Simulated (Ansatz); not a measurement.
**The cluster ZrTe2+: the relaxed shape and its frontier levels**

What does the cluster ZrTe2+ look like as a doublet, and where do its frontier electrons sit?

Program: Ansatz 0.2.0, Gaussian basis. Level of theory: UKS PBE0-D4/def2-TZVP. These are calculated values, not measurements.

The runs, in order: relaxation at r2SCAN-D4/def2-TZVP; a search for the lowest solution at PBE0-D4/def2-SVP; a single point at PBE0-D4/def2-TZVP.

1 further run of the same task is left out (set aside as unsound or not needed). Runs told in other sessions of the task aren't counted.

## 1. Where the work starts

3 atoms, charge 1, spin multiplicity 2.

Atoms are counted from 1 here; the program's logs count them from 0.

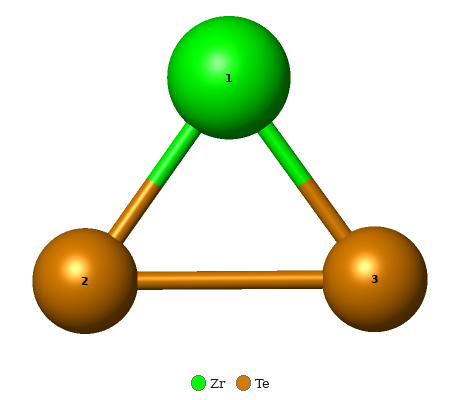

Start geometry, drawn with zirconium green, tellurium orange; atoms are numbered from 1 in the order of the file.

Geometry (Å):

| atom | x (Å) | y (Å) | z (Å) |
| --- | --- | --- | --- |
| Zr1 | 1.2417 | 0.1817 | -0.7805 |
| Te2 | -1.4794 | 0.2439 | -0.8979 |
| Te3 | 0.2376 | -0.4256 | 1.6784 |

Te, Zr take a core potential in the def2 sets. No spin-orbit coupling is included. The ion is computed in the gas phase, without counter-ions or solvent.

The start is a GFN2-xTB geometry.

## 2. Optimising with r2SCAN-D4/def2-TZVP

Input file in.yaml:

```yaml
crystal:
  periodic: [false, false, false]
  atoms:
    - {symbol: Zr, position_ang: [1.241730, 0.181750, -0.780490]}
    - {symbol: Te, position_ang: [-1.479360, 0.243880, -0.897870]}
    - {symbol: Te, position_ang: [0.237630, -0.425640, 1.678360]}
basis:
  gaussian: {orbitals: def2-TZVP}
total_charge: 1
magnetization: {spin_polarized: true, initial_magnetization: 1}
hamiltonian: {xc: r2scan, dispersion: d4}
scf: {lower_state_search: "off"}
output: {orbitals: {seedname: orbitals}}
relax: {f_tol: 0.02, max_steps: 100}
```

Run with:

```sh
$ ansatz run in.yaml --threads 4 --pin off --events-out ev --progress --plain --max-ram 3916MiB
```

What it wrote (excerpt; [...] marks lines left out):

```text
Functional definition: r2SCAN
  name "r2SCAN"
  cite "Furness, Kaplan, Ning, Perdew & Sun, J. Phys. Chem. Lett. 11, 8208 (2020) doi:10.1021/acs.jpclett.0c02405"
  cite "Furness, Kaplan, Ning, Perdew & Sun, J. Phys. Chem. Lett. 11, 9248 (2020) doi:10.1021/acs.jpclett.0c03077"
  parent r2scan
[...]
1093 factors; their error is unknown
[...]
mean field -15867.35498377 eV, -583.1145403740 hartree, gradient 2.9e-6 eV, S^2 0.805704; 0 other end points of the search recorded, 0 dependent functions left out
[...]
reference -15867.35500152 eV, -583.1145410263 hartree; 30, 29 occupied and 110, 111 virtual orbitals, 1093 factors
relax step   1: F+E_penalty+E_count = -15867.37915013 eV  Δ(F+E_penalty+E_count) = +0.000e0 eV  max|allowed force component| = 1.680e0 eV/Å  Δτ_max = 0.0000 Å  (55 SCF iters, accepted)
[...]
relax step   3: F+E_penalty+E_count = -15867.75807351 eV  Δ(F+E_penalty+E_count) = -5.529e-2 eV  max|allowed force component| = 1.428e-1 eV/Å  Δτ_max = 0.0478 Å  (40 SCF iters, accepted)
[...]
relax step   4: F+E_penalty+E_count = -15867.75899553 eV  Δ(F+E_penalty+E_count) = -9.220e-4 eV  max|allowed force component| = 1.279e-2 eV/Å  Δτ_max = 0.0056 Å  (38 SCF iters, accepted)
Total energy: -15867.75901338 eV, -583.1293881884 hartree
Atom 0 at     1.272451     0.186226    -0.799718 Å, force     0.012792     0.001874    -0.008045 eV/Å
Atom 1 at    -1.387861     0.199953    -0.727838 Å, force    -0.001668    -0.002778     0.011108 eV/Å
Atom 2 at     0.115410    -0.386189     1.527556 Å, force    -0.011124     0.000905    -0.003063 eV/Å
Dipole moment:     1.256584     0.183907    -0.789746 e Å
Checks for a lower state left out: stability, starts, cluster_reference, orbital_swaps, neighbouring_geometries, increment
```

Wall time 22 s (4 threads of Arm Neoverse V1, shared host).

Along the way:

| step | energy from step 1 (eV) | largest force component (eV/Å) |
| --- | --- | --- |
| 1 | 0.0000 | 1.6796 |
| 2 | -0.3236 | 1.2154 |
| 3 | -0.3789 | 0.1428 |
| 4 | -0.3798 | 0.0128 |

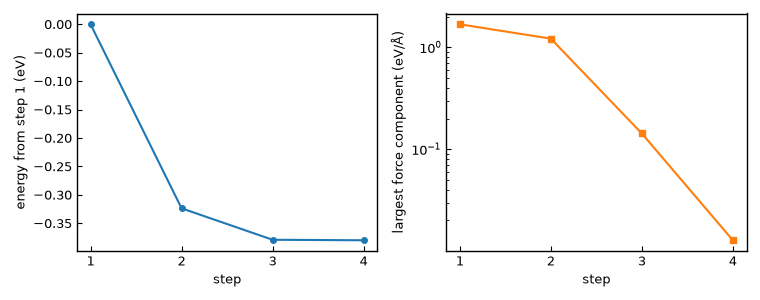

Energy and force, step by step.

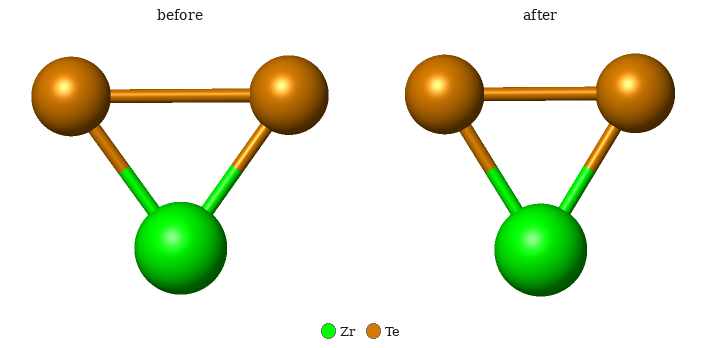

Before and after, at one scale.

Close pairs (by a distance rule), those that changed most:

| bond | before (Å) | after (Å) | change (Å) |
| --- | --- | --- | --- |
| Te2–Te3 | 3.168 | 2.773 | -0.394 |
| Zr1–Te3 | 2.725 | 2.661 | -0.063 |
| Zr1–Te2 | 2.724 | 2.661 | -0.063 |

Bonds by kind at the end (by distance):

| bond | count | shortest (Å) | longest (Å) |
| --- | --- | --- | --- |
| Te–Zr | 2 | 2.661 | 2.661 |
| Te–Te | 1 | 2.773 | 2.773 |

## 3. Searching for the lowest solution, PBE0-D4/def2-SVP

start.molden holds the orbitals of an earlier run on this state, given as this run's starting guess.

Input file in.yaml:

```yaml
crystal:
  periodic: [false, false, false]
  atoms:
    - {symbol: Zr, position_ang: [1.272451, 0.186226, -0.799718]}
    - {symbol: Te, position_ang: [-1.387861, 0.199953, -0.727838]}
    - {symbol: Te, position_ang: [0.115410, -0.386189, 1.527556]}
basis:
  gaussian: {orbitals: def2-SVP, initial_orbitals: start.molden}
total_charge: 1
magnetization: {spin_polarized: true, initial_magnetization: 1}
hamiltonian: {xc: pbe0, dispersion: d4}
output: {orbitals: {seedname: orbitals}}
```

Launched as before.

What it wrote (excerpt; [...] marks lines left out):

```text
Functional definition: PBE0
  name "PBE0"
  cite "Adamo & Barone, J. Chem. Phys. 110, 6158 (1999) doi:10.1063/1.478522"
  cite "Perdew, Burke & Ernzerhof, Phys. Rev. Lett. 77, 3865 (1996) doi:10.1103/PhysRevLett.77.3865"
  parent pbe
[...]
996 factors; integrals over basis functions are off by at most 2.5e-4 eV
[...]
mean field -15860.69013685 eV, -582.8696117673 hartree, gradient 1.6e-5 eV, S^2 0.829961; 7 other end points of the search recorded, 0 dependent functions left out
reference -15860.69016998 eV, -582.8696129850 hartree; 30, 29 occupied and 53, 54 virtual orbitals, 996 factors
Total energy: -15860.81819007 eV, -582.8743176364 hartree
```

Run time: 9.5 s. Hardware: 4 threads of Arm Neoverse V1, shared host.

From the report: HOMO -10.37 eV, LUMO -7.53 eV (over both spins); ⟨S²⟩ 0.830 (pure: 0.75).

## 4. Single point, PBE0-D4/def2-TZVP

in.yaml, as its differences from that of step 3:

```diff
@@ -7,3 +7,3 @@
 basis:
-  gaussian: {orbitals: def2-SVP, initial_orbitals: start.molden}
+  gaussian: {orbitals: def2-TZVP, initial_orbitals: start.molden}
 total_charge: 1
@@ -11,2 +11,3 @@
 hamiltonian: {xc: pbe0, dispersion: d4}
+scf: {omitted_lower_state_checks: [starts]}
 output: {orbitals: {seedname: orbitals}}
```

Same command.

What it wrote:

```text
Functional definition: PBE0
  name "PBE0"
  cite "Adamo & Barone, J. Chem. Phys. 110, 6158 (1999) doi:10.1063/1.478522"
  cite "Perdew, Burke & Ernzerhof, Phys. Rev. Lett. 77, 3865 (1996) doi:10.1103/PhysRevLett.77.3865"
  parent pbe
  parameter a = 0.25
  parameter kappa = 0.804
  parameter beta = 0.06672455060314922
  exchange = (1 - a)*pbe_x(kappa = kappa, mu = beta*pi^2/3) + a*exact_x
  correlation = pbe_c(beta = beta)
these checks for a lower state are left out or cut short: starts
1275 factors; their error is unknown
mean field evaluation 1: about -15860.9430 eV, gradient 1.5e1 eV
mean field evaluation 2: about -15861.3272 eV, gradient 4.4e-1 eV
mean field evaluation 4: about -15861.6304 eV, gradient 4.9e-1 eV
mean field evaluation 8: about -15861.6309 eV, gradient 5.0e-5 eV
mean field -15861.63091171 eV, -582.9041846057 hartree, gradient 1.4e-5 eV, S^2 0.831081; 0 other end points of the search recorded, 0 dependent functions left out
reference -15861.63094077 eV, -582.9041856735 hartree; 30, 29 occupied and 110, 111 virtual orbitals, 1275 factors
Total energy: -15861.75896085 eV, -582.9088903250 hartree
Checks for a lower state left out: starts
```

Run time: 6.5 s. Hardware: 4 threads of Arm Neoverse V1, shared host.

HOMO -10.31 eV, LUMO -7.48 eV (over both spins); ⟨S²⟩ 0.831 (pure: 0.75).

Mulliken charges, from this run's orbitals:

| atom | value (e) |
| --- | --- |
| Zr1 | 0.92 |
| Te2 | 0.04 |
| Te3 | 0.04 |

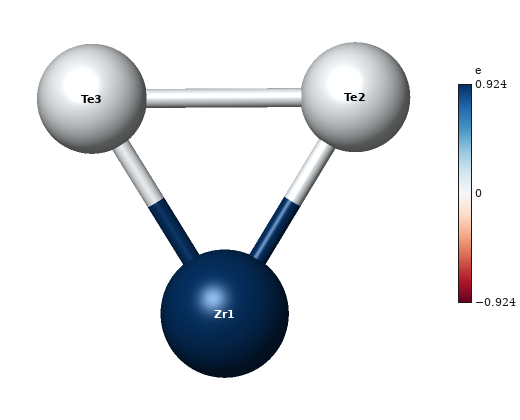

Mulliken charges, from this run's orbitals, as colours on the atoms.

Mulliken spin populations:

| atom | value (e) |
| --- | --- |
| Zr1 | 1.40 |
| Te2 | -0.20 |
| Te3 | -0.20 |

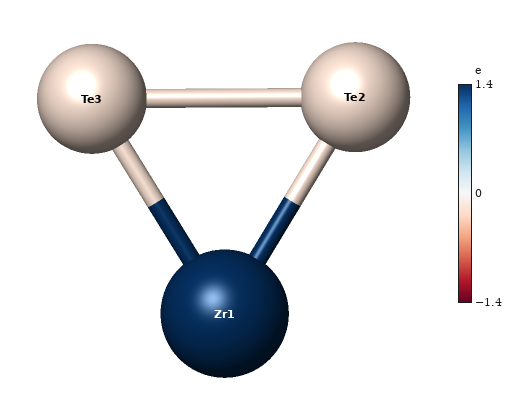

Mulliken spin populations, as colours on the atoms.

Largest Mayer bond orders: Zr1–Te2 1.53; Zr1–Te3 1.53; Te2–Te3 0.99.

## 5. Results

```
                                         quantity               value
                                      point group                 C2v
                     near neighbours of the metal  Te 2.66, Te 2.66 Å
HOMO, LUMO at PBE0-D4/def2-TZVP (over both spins)    -10.31, -7.48 eV
                                             ⟨S²⟩               0.831
charge on the metal (Mulliken, PBE0-D4/def2-TZVP)             +0.92 e
                     spin on the metal (Mulliken)                1.40
```

The molecule keeps its bonding pattern by the stored test; the atoms moved 0.16 Å (rms). Of 1 unpaired electron, 1.40 sit on the metal by Mulliken's count, more than all: the ligands carry opposite spin. No usable vibrations, so a minimum isn't proven. Whether this spin is the lowest isn't tested here.
